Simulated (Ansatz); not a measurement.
Reaction (SMILES): C(F)=C → C=[C-]F + H+
B3LYP-D3(BJ)/def2-TZVP geometries, fixed; electronic energies without zero-point terms.

Basis-set convergence of the deprotonation energy at PBE with Ansatz (a program for electronic structure). Cartesian d functions, on some or all atoms, in 6-31+G*; all else is spherical. The program fits the integrals of some runs and decomposes those of others, by size. The proton leaves the site shown, which need not be the most acidic. No added dispersion term, no relativity. Functions are those of the species that has most. Reference: the value in aug-pcseg-3, 395.34 kcal/mol, itself unsure by roughly 0.31 kcal/mol (its mean distance from aug-cc-pVQZ, def2-QZVPPD). Deviations are taken from unrounded values. Cost is core time over that of def2-TZVPD, rough, on shared machines of one kind; a dash marks a row that isn't timed (too short, read off another run, short of memory, by another algorithm or on other hardware).

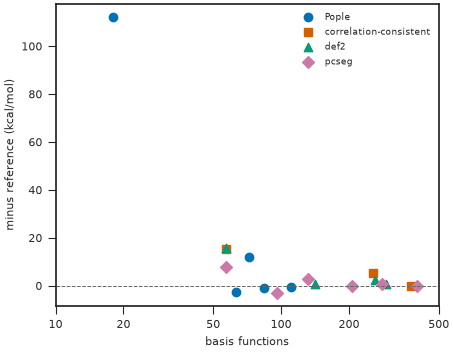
Fig. 1. Deviation from the reference against the number of basis functions, by family of sets.

```
basis            functions  deprotonation energy (kcal/mol)  minus reference (kcal/mol)  cost
---------------  ---------  -------------------------------  --------------------------  ----
STO-3G                  18                           507.38                      112.04     -
cc-pVDZ                 57                           410.69                       15.35     -
def2-SVP                57                           411.06                       15.72     -
pcseg-1                 57                           403.28                        7.93     -
6-31+G*                 63                           392.89                       -2.46     -
6-311G**                72                           407.22                       11.88     -
6-311+G**               84                           394.26                       -1.08     -
aug-pcseg-1             96                           392.48                       -2.86  0.7×
6-311++G(2d,2p)        111                           394.95                       -0.40  0.8×
pcseg-2                132                           398.25                        2.91  0.7×
def2-TZVPD             141                           396.13                        0.79    1×
aug-pcseg-2            207                           395.25                       -0.10    2×
cc-pVQZ                255                           400.46                        5.12    1×
def2-QZVPP             261                           397.85                        2.51    2×
pcseg-3                279                           396.09                        0.75    2×
def2-QZVPPD            291                           395.94                        0.60    2×
aug-cc-pVQZ            378                           395.33                       -0.01    3×
aug-pcseg-3            402                           395.34                        0.00    5×
```
